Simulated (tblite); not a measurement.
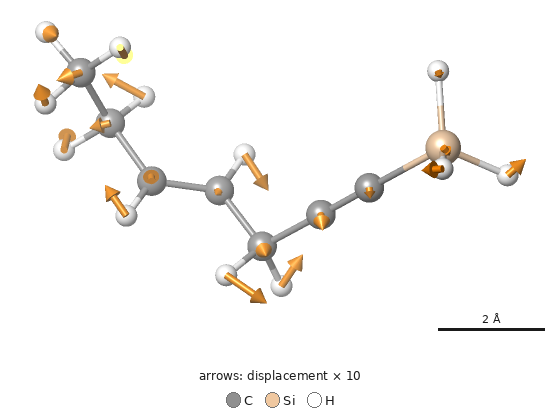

A relaxation of C7H12Si. The starting structure is drawn; orange arrows show the displacements, 10 times their true length. The two geometries are superimposed by the best rigid fit.

A ball-and-stick model, seen at a tilt.

The calculation used GFN2-xTB geometry optimisation, gas phase in tblite. 

Q: What happened in the run?

A: An H atom moves most after the best rigid fit: 0.099 Å. By element the largest moves are H 0.099 Å, C 0.057 Å, Si 0.024 Å. Near-neighbour distances that change, for instance: C–H 1.127 → 1.088 Å, C–C 1.474 → 1.502 Å, C–C 1.503 → 1.528 Å, C–H 1.096 → 1.082 Å. Bond angles that change, for instance: C–C–H 115.2° → 110.3°, H–C–H 112.8° → 108.0°, C–C–H 119.8° → 115.2°. The energy falls by 5.68 kcal/mol in 30 geometry steps.
